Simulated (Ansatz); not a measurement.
**B3LYP/6-311+G(d,p) run of C2H4F2 (1,1-difluoroethane)**

What is the electronic atomisation energy of C2H4F2 (1,1-difluoroethane) at B3LYP/6-311+G**? 

The calculation is run with Ansatz 0.2.0.

55 further runs of the same task are left out: 55 set aside as unsound or not needed.

### Step 1. Starting point

C2H4F2 has 8 atoms, charge 0, and is taken as a singlet. SMILES: `CC(F)F`. The shape is that of a PBE0-D4/def2-TZVP optimisation.

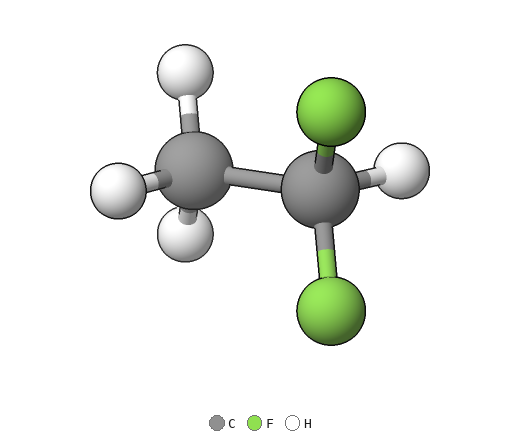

Viewed from a chosen angle; carbon grey, fluorine green, hydrogen white.

### Step 2. The energy at B3LYP/6-311+G(d,p)

Input file job.yaml:

```yaml
crystal:
  periodic: [false, false, false]
  atoms:
    - {symbol: C, position_ang: [0.003300, 0.777600, 0.023300]}
    - {symbol: C, position_ang: [-0.052000, -0.718200, -0.008200]}
    - {symbol: F, position_ang: [0.925500, -1.243400, 0.779100]}
    - {symbol: F, position_ang: [0.168200, -1.172100, -1.271900]}
    - {symbol: H, position_ang: [0.981400, 1.111900, -0.325400]}
    - {symbol: H, position_ang: [-0.157200, 1.132800, 1.041800]}
    - {symbol: H, position_ang: [-0.771000, 1.190600, -0.624000]}
    - {symbol: H, position_ang: [-1.006100, -1.136400, 0.329500]}
basis:
  gaussian:
    orbitals: 6-311+G_st__st_.json
hamiltonian:
  xc: {name: B3LYP}
accuracy: high
output: {orbitals: {seedname: orbitals}}
```

The basis set 6-311+G** is read from a file made from the Basis Set Exchange's data (not shown).

The run is started by

```bash
$ ansatz run job.yaml --threads 1 --pin off --max-ram 3480MiB --events-out events.jsonl --progress --plain --runs-dir runs
```

The program printed:

```text
Warning: RAYON_NUM_THREADS=1 ignored (pool sized by the plan → 1); use --threads N
Functional definition: B3LYP
  name "B3LYP"
  parameter a0 = 0.2
  parameter ax = 0.72
  parameter ac = 0.81
  exchange = (1 - a0 - ax)*slater_x + ax*b88_x + a0*exact_x
  correlation = (1 - ac)*vwn_rpa_c + ac*lyp_c
2216 factors; integrals over basis functions are off by at most 3.7e-9 eV
mean field evaluation 1: about -7569.8381 eV, gradient 5.4e1 eV
mean field evaluation 2: about -7568.3418 eV, gradient 5.9e1 eV
mean field evaluation 4: about -7575.5798 eV, gradient 3.2e0 eV
mean field evaluation 8: about -7575.7194 eV, gradient 1.6e-1 eV
mean field evaluation 16: about -7575.7195 eV, gradient 1.2e-5 eV
mean field -7575.71945207 eV, -278.4025548566 hartree, gradient 1.3e-8 eV, S^2 0.000000; 0 other end points of the search recorded, 0 dependent functions left out
reference -7575.71949550 eV, -278.4025564525 hartree; 17, 17 occupied and 95, 95 virtual orbitals, 2216 factors
Total energy: -7575.71949550 eV, -278.4025564525 hartree
```

It took 9.6 s on 1 thread of Arm Neoverse V1, shared host; peak memory 0.37 GiB.

### Step 3. The C atom at the same level

Input file job.yaml:

```yaml
basis:
  gaussian:
    orbitals: 6-311+G_st__st_.json
crystal:
  periodic: [false, false, false]
  atoms:
    - {symbol: C, position_ang: [0.000000, 0.000000, 0.000000]}
magnetization:
  spin_polarized: true
  initial_magnetization: 2
hamiltonian:
  xc: {name: B3LYP}
accuracy: high
```

The basis set 6-311+G** is read from a file made from the Basis Set Exchange's data (not shown).

Run the same way, it converges to -37.85727 Eh (log not shown).

### Step 4. The F atom at the same level

Input file molecule.yaml:

```yaml
basis:
  gaussian: {orbitals: 6-311+G_st__st_.json}
crystal:
  periodic: [false, false, false]
  atoms:
    - {symbol: F, position_ang: [0.000000, 0.000000, 0.000000]}
magnetization: {spin_polarized: true, initial_magnetization: 1}
hamiltonian: {xc: {name: B3LYP}}
accuracy: high
```

The basis set 6-311+G** is read from a file made from the Basis Set Exchange's data (not shown).

The run is started by

```bash
$ ansatz run molecule.yaml --threads 1 --pin off --max-ram 3480MiB --events-out events.jsonl --progress --plain --runs-dir runs
```

The program printed (excerpt; [...] marks lines left out):

```text
Warning: RAYON_NUM_THREADS=1 ignored (pool sized by the plan → 1); use --threads N
[... 7 set-up lines as earlier in the session ...]
175 factors; integrals over basis functions are off by at most 3.7e-9 eV
mean field evaluation 1: about -2714.5504 eV, gradient 5.5e0 eV
mean field evaluation 2: about -2714.5933 eV, gradient 3.5e0 eV
mean field evaluation 4: about -2714.6235 eV, gradient 2.8e-2 eV
mean field evaluation 8: about -2714.6237 eV, gradient 4.5e-5 eV
mean field evaluation 16: about -2714.6237 eV, gradient 1.2e-8 eV
mean field -2714.62365669 eV, -99.7605793454 hartree, gradient 1.2e-8 eV, S^2 0.751322; 0 other end points of the search recorded, 0 dependent functions left out
reference -2714.62367913 eV, -99.7605801699 hartree; 5, 4 occupied and 17, 18 virtual orbitals, 175 factors
Total energy: -2714.62367913 eV, -99.7605801699 hartree
```

Run time: 0.48 s. Hardware: 1 thread of Arm Neoverse V1, shared host.

### Step 5. The H atom at the same level

Input file job.yaml:

```yaml
crystal:
  periodic: [false, false, false]
  atoms:
    - {symbol: H, position_ang: [0.000000, 0.000000, 0.000000]}
basis:
  gaussian: {orbitals: 6-311+G_st__st_.json}
magnetization: {spin_polarized: true, initial_magnetization: 1}
hamiltonian: {xc: {name: B3LYP}}
accuracy: high
```

The basis set 6-311+G** is read from a file made from the Basis Set Exchange's data (not shown).

Run the same way, it converges to -0.50216 Eh (log not shown).

### Step 6. Outcome

At B3LYP/6-311+G**:

| quantity | value |
| --- | --- |
| molecule: total energy | -278.40256 Eh |
| molecule: HOMO energy | -9.56 eV |
| molecule: LUMO energy | 0.10 eV |
| molecule: HOMO–LUMO gap | 9.65 eV |
| C atom: total energy | -37.85727 Eh |
| C atom: ⟨S²⟩ | 2.003 |
| F atom: total energy | -99.76058 Eh |
| F atom: ⟨S²⟩ | 0.751 |
| H atom: total energy | -0.50216 Eh |
| H atom: ⟨S²⟩ | 0.750 |
| electronic atomisation energy | 31.517 eV |

In words: Taking the molecule apart into free atoms costs 31.52 eV (3041 kJ/mol), before zero-point energy and without spin-orbit coupling.
